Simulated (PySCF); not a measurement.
# Two runs on C3H6F2O2

System: C3H6F2O2, SMILES COCOC(F)F.
Method of the first run: TDDFT PBE/def2-SVPD, vertical, gas phase, core orbitals frozen in the response (PySCF 2.14.0).

The geometry comes from this level: PBE0-D3(BJ)/def2-SVP. Text and figures count atoms from 1; the logs count them from 0 in places.

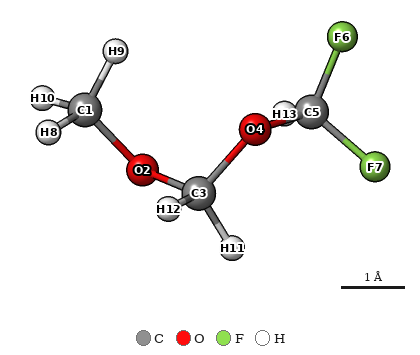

Fig. 1: The input geometry (ball-and-stick view, seen at a tilt; atoms are numbered from 1 in the order of the input). Bond lengths as drawn: C–F 1.33 to 1.35 Å, C–H 1.10 to 1.11 Å and C–O 1.36 to 1.41 Å.

## Input, the first run
```
{"job": {"kind": "uv", "xc": "PBE", "basis": "def2-SVPD", "ip": true}, "charge": 0, "multiplicity": 1}
C     -1.888867    -0.175412    -0.230706
O     -0.688251    -0.668757    -0.772205
C      0.281043    -0.947334     0.163187
O      0.794502     0.214898     0.776828
C      1.565655     0.988376    -0.030612
F      1.630198     2.202475     0.515046
F      2.820669     0.494486    -0.092163
H     -2.330342    -0.895935     0.482570
H     -1.738710     0.784720     0.291035
H     -2.588584    -0.026630    -1.063139
H      1.082428    -1.495175    -0.357939
H     -0.107049    -1.555120     0.999227
H      1.171409     1.057423    -1.060208
```

The first line tells a small driver script what to run in PySCF; the rest is the geometry in Å.

Command:
```bash
OMP_NUM_THREADS=1 python <driver script> task.json out
```

Hardware: 1 CPU thread, shared host.

## Output (the first run)
```
coarse grid: 11328 points
cycle   1  E = -466.9818491988  dE =  9.312e-01  |g| = 9.345e-01  |ddm| = 4.768e+00
cycle   2  E = -466.5632380603  dE =  4.186e-01  |g| = 1.793e+00  |ddm| = 2.578e+00
cycle   3  E = -467.1352902750  dE = -5.721e-01  |g| = 1.170e-01  |ddm| = 1.805e+00
cycle   4  E = -467.1366447510  dE = -1.354e-03  |g| = 8.800e-02  |ddm| = 1.736e-01
cycle   5  E = -467.1379663740  dE = -1.322e-03  |g| = 1.635e-02  |ddm| = 8.091e-02
cycle   6  E = -467.1380066485  dE = -4.027e-05  |g| = 7.513e-03  |ddm| = 2.256e-02
cycle   7  E = -467.1380175878  dE = -1.094e-05  |g| = 1.470e-03  |ddm| = 7.080e-03
cycle   8  E = -467.1380179580  dE = -3.702e-07  |g| = 4.688e-04  |ddm| = 1.653e-03
final grid: 111480 points
cycle   9  E = -467.2357247729  dE = -3.021e-05  |g| = 1.886e-02  |ddm| = 1.223e-01
cycle  10  E = -467.2355803635  dE =  1.444e-04  |g| = 3.388e-02  |ddm| = 4.676e-02
cycle  11  E = -467.2357916686  dE = -2.113e-04  |g| = 2.355e-03  |ddm| = 3.008e-02
cycle  12  E = -467.2357929703  dE = -1.302e-06  |g| = 3.915e-04  |ddm| = 2.637e-03
cycle  13  E = -467.2357929934  dE = -2.317e-08  |g| = 1.922e-04  |ddm| = 5.056e-04
cycle  14  E = -467.2357929995  dE = -6.044e-09  |g| = 4.053e-05  |ddm| = 1.762e-04
cycle  15  E = -467.2357929997  dE = -2.516e-10  |g| = 1.969e-05  |ddm| = 5.404e-05
converged SCF energy = -467.2357929997

Static polarisability (au): isotropic 52.574, principal 46.391 51.060 60.271

Singlet excitations
state   eV       nm        f      main configurations
  1   6.9335    178.8   0.00642   H->L 1.00
  2   7.5645    163.9   0.01553   H->L+1 0.86, H->L+2 0.13
  3   7.5849    163.5   0.03141   H->L+2 0.84, H->L+1 0.13
  4   7.6574    161.9   0.02956   H-1->L 0.96
  5   7.8974    157.0   0.00490   H-2->L 0.99
  6   7.9637    155.7   0.01603   H->L+3 0.98
  7   8.2596    150.1   0.00405   H->L+4 0.88
  8   8.2792    149.8   0.00993   H-1->L+1 0.96
  9   8.3259    148.9   0.00262   H-1->L+2 0.95
 10   8.5022    145.8   0.00240   H->L+5 0.58, H-2->L+1 0.35

Triplet excitations (Tamm-Dancoff, eV): 6.8040 7.4096 7.4960 7.5681
Vertical ionisation energy (delta-SCF) = 10.8859 eV
```

For the second run the input was changed thus:
```diff
-"xc": "PBE"
+"xc": "LDA"
```

What does this change do to the results?

The total energies belong to different methods, so their difference says nothing on which is more stable or more accurate. The HOMO goes from −6.99 to −7.13 eV. The LUMO goes from −0.09 to −0.17 eV. The dipole moment goes from 2.58 to 2.66 D. The lowest excitation goes from 6.93 to 7.00 eV. The strongest computed line goes from 7.58 to 7.68 eV. The functional changes from PBE to LDA. The number of SCF iterations is the same.

## Output (the second run)
```
coarse grid: 11328 points
cycle   1  E = -464.1206207890  dE =  9.198e-01  |g| = 9.069e-01  |ddm| = 4.809e+00
cycle   2  E = -463.6980116363  dE =  4.226e-01  |g| = 1.786e+00  |ddm| = 2.532e+00
cycle   3  E = -464.2672158721  dE = -5.692e-01  |g| = 1.236e-01  |ddm| = 1.721e+00
cycle   4  E = -464.2687528879  dE = -1.537e-03  |g| = 9.197e-02  |ddm| = 1.836e-01
cycle   5  E = -464.2701698603  dE = -1.417e-03  |g| = 1.677e-02  |ddm| = 8.237e-02
cycle   6  E = -464.2702105291  dE = -4.067e-05  |g| = 8.057e-03  |ddm| = 2.314e-02
cycle   7  E = -464.2702231560  dE = -1.263e-05  |g| = 1.626e-03  |ddm| = 7.517e-03
cycle   8  E = -464.2702236024  dE = -4.464e-07  |g| = 5.409e-04  |ddm| = 1.763e-03
final grid: 111480 points
cycle   9  E = -464.3343337063  dE = -5.884e-05  |g| = 4.121e-03  |ddm| = 9.350e-02
cycle  10  E = -464.3343279347  dE =  5.772e-06  |g| = 6.605e-03  |ddm| = 1.047e-02
cycle  11  E = -464.3343377220  dE = -9.787e-06  |g| = 7.636e-04  |ddm| = 6.261e-03
cycle  12  E = -464.3343378070  dE = -8.497e-08  |g| = 3.142e-04  |ddm| = 8.310e-04
cycle  13  E = -464.3343378232  dE = -1.622e-08  |g| = 8.923e-05  |ddm| = 3.277e-04
cycle  14  E = -464.3343378245  dE = -1.316e-09  |g| = 3.540e-05  |ddm| = 1.031e-04
cycle  15  E = -464.3343378247  dE = -2.099e-10  |g| = 7.745e-06  |ddm| = 3.508e-05
converged SCF energy = -464.3343378247

Static polarisability (au): isotropic 52.997, principal 46.744 51.435 60.811

Singlet excitations
state   eV       nm        f      main configurations
  1   7.0022    177.1   0.00713   H->L 0.99
  2   7.6403    162.3   0.01484   H->L+1 0.89, H->L+2 0.09
  3   7.6760    161.5   0.03850   H->L+2 0.88, H->L+1 0.09
  4   7.7522    159.9   0.03020   H-1->L 0.97
  5   7.9539    155.9   0.00595   H-2->L 0.99
  6   8.0616    153.8   0.01596   H->L+3 0.97
  7   8.3136    149.1   0.00860   H->L+4 0.86, H->L+5 0.11
  8   8.3909    147.8   0.00759   H-1->L+1 0.99
  9   8.4464    146.8   0.00423   H-1->L+2 0.87, H->L+5 0.11
 10   8.4689    146.4   0.00682   H->L+5 0.77, H-1->L+2 0.11, H->L+4 0.10

Triplet excitations (Tamm-Dancoff, eV): 6.8793 7.5066 7.6024 7.6614
Vertical ionisation energy (delta-SCF) = 11.0487 eV
```

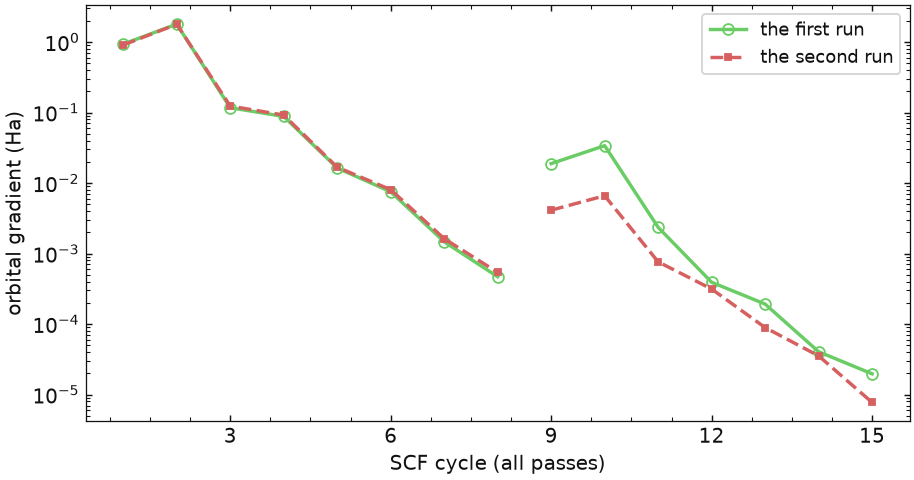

Fig. 2: Convergence of the two runs: orbital gradient against the SCF cycle. A break in a curve parts two SCF passes (coarse and final grid). The first run takes 15 cycles in all, and the second run takes 15.

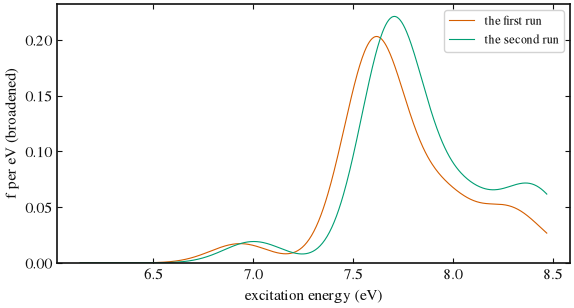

Fig. 3: Absorption of the two runs from their computed states, each broadened by a Gaussian of 0.35 eV full width; the range ends where the shorter list of states ends.

## The two runs side by side

| quantity | the first run | the second run |
| --- | --- | --- |
| outcome | converged | converged |
| total energy (hartree) | −467.235793 | −464.334338 |
| HOMO (eV) | −6.99 | −7.13 |
| LUMO (eV) | −0.09 | −0.17 |
| dipole moment (D) | 2.58 | 2.66 |
| lowest excitation (eV) | 6.93 | 7.00 |
| SCF iterations | 15 | 15 |
| strongest computed line (eV) | 7.58 | 7.68 |
| basis functions | 200 | 200 |
| wall time (shared host) | 2.9 min | 2.5 min |
